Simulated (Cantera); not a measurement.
A closed system holds: 1 mol SiC, 0.019 mol CO2, 290 mol H2, at 13.3 mbar.

Method: chemical equilibrium by Gibbs-energy minimisation in Cantera with the NASA 1993 tables (ideal gas, pure condensed phases). Candidate condensed phases: C, C6H6, C7H8, C8H18, H2O, Si, SiC, SiO2; 123 gas species. Gases not in the tables: Si2H6 and higher silanes. Rates play no part.

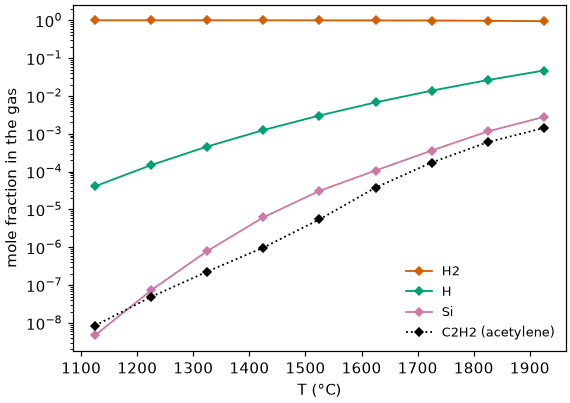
Equilibrium gas composition (values under 1e-9 drawn at 1e-9)

From 1125 °C to 1825 °C the condensed part is SiC(s). At 1925 °C nothing is condensed. The main Si-bearing gas is SiO at 1125 °C and Si at 1925 °C.
